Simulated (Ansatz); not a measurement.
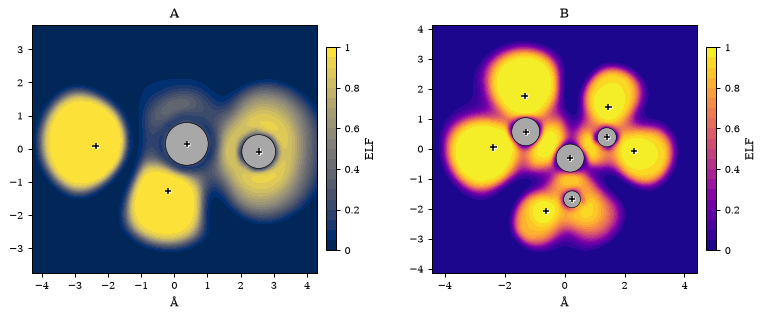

The electron localisation function of 2 systems, each on a plane through atoms (crosses mark nuclei in the plane; grey discs cover the cores).

Theory: RKS PBE0-D4/def2-SVP (Ansatz).

System 1: B$_{2}$H$_{5}$NO (SMILES BB(N)O), the plane of atoms B1, B2 and O4. 

```yaml
atoms:
  - { symbol: B, position_ang: [0.1047, 1.2551, -0.6368] }
  - { symbol: B, position_ang: [-0.1337, -0.1867, 0.2765] }
  - { symbol: N, position_ang: [0.5308, -1.3675, -0.0983] }
  - { symbol: O, position_ang: [-0.9710, -0.2621, 1.3670] }
  - { symbol: H, position_ang: [0.9811, 1.3524, -1.4710] }
  - { symbol: H, position_ang: [-0.5941, 2.2403, -0.5038] }
  - { symbol: H, position_ang: [1.1835, -1.4040, -0.8668] }
  - { symbol: H, position_ang: [0.3967, -2.2492, 0.3823] }
  - { symbol: H, position_ang: [-1.4095, 0.5754, 1.5337] }
```

System 2: ClGeH$_{4}$P···H$_{2}$, the plane of atoms H4, Ge1 and Cl5. Not at a stationary point (largest force 1.8 eV/Å).

```yaml
atoms:
  - { symbol: Ge, position_ang: [0.1042, -0.6315, -0.2907] }
  - { symbol: H, position_ang: [0.4109, 0.5480, 2.1826] }
  - { symbol: H, position_ang: [1.0356, 0.5678, -0.5175] }
  - { symbol: H, position_ang: [-1.2214, -0.1974, 0.3473] }
  - { symbol: Cl, position_ang: [-0.3992, -1.3942, -2.2689] }
  - { symbol: P, position_ang: [1.1456, -2.2560, 0.9328] }
  - { symbol: H, position_ang: [-0.0430, -3.0373, 1.0419] }
  - { symbol: H, position_ang: [1.6022, -2.9499, -0.2275] }
  - { symbol: H, position_ang: [0.6689, -0.1004, 2.3548] }
```

### Match each panel to its system.

Panel A is system 2, ClGeH$_{4}$P···H$_{2}$: the plane holds Ge, H and Cl. Ge1···H2 (2.76 Å): the ELF dips to about 0.05 between them. Panel B is system 1, B$_{2}$H$_{5}$NO: the plane holds B, N, O and H. B–O (1.38 Å): the ELF peaks at about 0.90 between the atoms, as expected for a short, strongly polar bond.
